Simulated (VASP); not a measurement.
Shape and ions are relaxed at each volume.

Energy against volume of Sb (a7). Calculation: optB88-vdW, VASP's PBE PAW potentials (set 64) (plane waves; VASP).

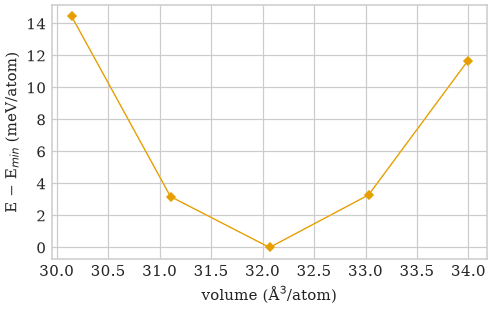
*Energy against volume*

Estimate the equilibrium volume and the bulk modulus.

The minimum lies near 32.0 Å³/atom, and the curvature gives B0 of about 36 GPa.

Measured: bulk modulus 39.5 GPa at 0 K (computed value off by -8.9 %), as given by K. Lejaeghere et al., Critical reviews in solid state and materials sciences/CRC critical reviews in solid state and materials sciences (2013), arXiv:1204.2733 [extrapolated to 0 K and zero-point effects removed (source: thermally corrected experimental values)].

The compound is Sb in the a7 structure. It was relaxed first, which changed the volume by +6 %.
